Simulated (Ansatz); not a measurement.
# SiCNCl2F (SMILES N#C[Si](F)(Cl)Cl) at PBE0/cc-pVDZ

Aim: the vertical ionisation energy of SiCNCl2F at PBE0/cc-pVDZ, from 2 runs. 

Program for the calculation: Ansatz 0.2.0.

136 further runs of the same task are left out: 6 that didn't finish, 130 set aside as unsound or not needed. Runs told in other sessions of the task aren't counted.

## Step 1: The structure to begin with

The species is SiCNCl2F (6 atoms), meant as a singlet with charge 0. As SMILES, `N#C[Si](F)(Cl)Cl`. The coordinates come from a PBE0-D4/def2-TZVP relaxation.

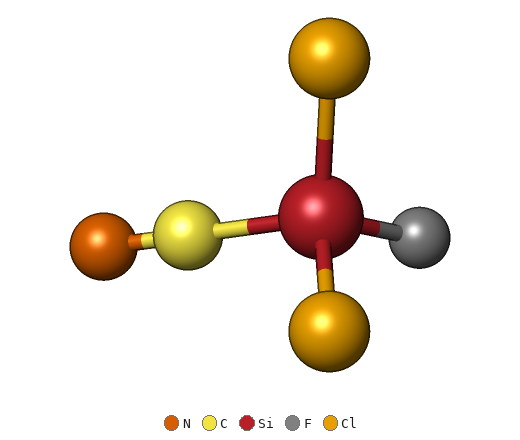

Viewed from a chosen angle; nitrogen orange, carbon yellow, silicon red, fluorine grey, chlorine amber.

## Step 2: A single-point energy at PBE0/cc-pVDZ

job.yaml reads:

```yaml
crystal:
  periodic: [false, false, false]
  atoms:
    - symbol: "N"
      position_ang: [1.752600, -1.361000, 1.114200]
    - symbol: C
      position_ang: [0.923100, -0.763300, 0.585900]
    - symbol: Si
      position_ang: [-0.381900, 0.210300, -0.249400]
    - symbol: F
      position_ang: [-1.471500, -0.801900, -0.758800]
    - symbol: Cl
      position_ang: [0.422900, 1.177100, -1.812500]
    - symbol: Cl
      position_ang: [-1.203100, 1.474700, 1.074300]
basis:
  gaussian:
    orbitals: cc-pVDZ
accuracy: high
hamiltonian:
  xc: pbe0
output: {orbitals: {seedname: orbitals}}
```

On the command line:

```bash
ansatz run job.yaml --threads 1 --pin off --max-ram 3480MiB --events-out events.jsonl --progress --plain --runs-dir runs
```

The log of the run:

```text
Warning: RAYON_NUM_THREADS=1 ignored (pool sized by the plan → 1); use --threads N
Functional definition: PBE0
  name "PBE0"
  parameter a = 0.25
  parameter kappa = 0.804
  parameter beta = 0.06672455060314922
  exchange = (1 - a)*pbe_x(kappa = kappa, mu = beta*pi^2/3) + a*exact_x
  correlation = pbe_c(beta = beta)
2106 factors; integrals over basis functions are off by at most 3.2e-9 eV
mean field evaluation 1: about -38149.7267 eV, gradient 4.3e1 eV
mean field evaluation 2: about -38142.1923 eV, gradient 7.4e1 eV
mean field evaluation 4: about -38153.5301 eV, gradient 3.9e0 eV
mean field evaluation 8: about -38153.7911 eV, gradient 5.1e-1 eV
mean field evaluation 16: about -38153.7918 eV, gradient 3.2e-5 eV
mean field -38153.79182016 eV, -1402.1259878219 hartree, gradient 9.3e-8 eV, S^2 0.000000; 0 other end points of the search recorded, 0 dependent functions left out
reference -38153.79182229 eV, -1402.1259879002 hartree; 35, 35 occupied and 61, 61 virtual orbitals, 2106 factors
Total energy: -38153.79182229 eV, -1402.1259879002 hartree
```

Run time: 14 s. Hardware: 1 thread of Arm Neoverse V1, shared host; peak memory 0.38 GiB.

## Step 3: The doublet cation at the same level

run.yaml reads:

```yaml
crystal:
  periodic: [false, false, false]
  atoms:
    - {symbol: "N", position_ang: [1.752600, -1.361000, 1.114200]}
    - {symbol: C, position_ang: [0.923100, -0.763300, 0.585900]}
    - {symbol: Si, position_ang: [-0.381900, 0.210300, -0.249400]}
    - {symbol: F, position_ang: [-1.471500, -0.801900, -0.758800]}
    - {symbol: Cl, position_ang: [0.422900, 1.177100, -1.812500]}
    - {symbol: Cl, position_ang: [-1.203100, 1.474700, 1.074300]}
basis:
  gaussian:
    orbitals: cc-pVDZ
total_charge: 1
magnetization:
  spin_polarized: true
  initial_magnetization: 1
hamiltonian:
  xc: {name: PBE0}
accuracy: high
output:
  orbitals: {seedname: orbitals}
```

On the command line:

```bash
ansatz run run.yaml --threads 1 --pin off --max-ram 3480MiB --events-out events.jsonl --progress --plain --runs-dir runs
```

The log of the run, cut to the lines that bear on the results:

```text
Warning: RAYON_NUM_THREADS=1 ignored (pool sized by the plan → 1); use --threads N
[... 7 set-up lines as earlier in the session ...]
2106 factors; integrals over basis functions are off by at most 3.2e-9 eV
mean field evaluation 1: about -38133.7248 eV, gradient 4.2e1 eV
mean field evaluation 2: about -38100.3977 eV, gradient 9.2e1 eV
mean field evaluation 4: about -38140.9716 eV, gradient 5.8e0 eV
mean field evaluation 8: about -38141.2878 eV, gradient 1.4e0 eV
mean field evaluation 16: about -38141.5655 eV, gradient 9.3e-2 eV
mean field evaluation 32: about -38141.5675 eV, gradient 1.7e-4 eV
mean field evaluation 64: about -38141.2390 eV, gradient 4.9e0 eV
mean field -38141.56750041 eV, -1401.6767523569 hartree, gradient 7.4e-8 eV, S^2 0.758338; 6 other end points of the search recorded, 0 dependent functions left out
reference -38141.56750252 eV, -1401.6767524346 hartree; 35, 34 occupied and 61, 62 virtual orbitals, 2106 factors
Total energy: -38141.56750252 eV, -1401.6767524346 hartree
```

Wall time 60 s (1 thread of Arm Neoverse V1, shared host); peak memory 0.57 GiB.

## Step 4: Outcome

At PBE0/cc-pVDZ:

| quantity | value |
| --- | --- |
| singlet SiCNCl2F: total energy | -1402.12599 Eh |
| singlet SiCNCl2F: HOMO energy | -10.10 eV |
| singlet SiCNCl2F: LUMO energy | -1.25 eV |
| singlet SiCNCl2F: HOMO–LUMO gap | 8.84 eV |
| doublet cation: total energy | -1401.67675 Eh |
| doublet cation: HOMO energy (highest over α and β) | -15.87 eV |
| doublet cation: LUMO energy (lowest over α and β) | -14.34 eV |
| doublet cation: ⟨S²⟩ | 0.758 |
| vertical ionisation energy (to the doublet cation) | 12.224 eV |

In words: The vertical ionisation energy comes to 12.22 eV (282 kcal/mol). −ε(HOMO) before ionisation, 10.10 eV, is 2.13 eV below this ionisation energy.
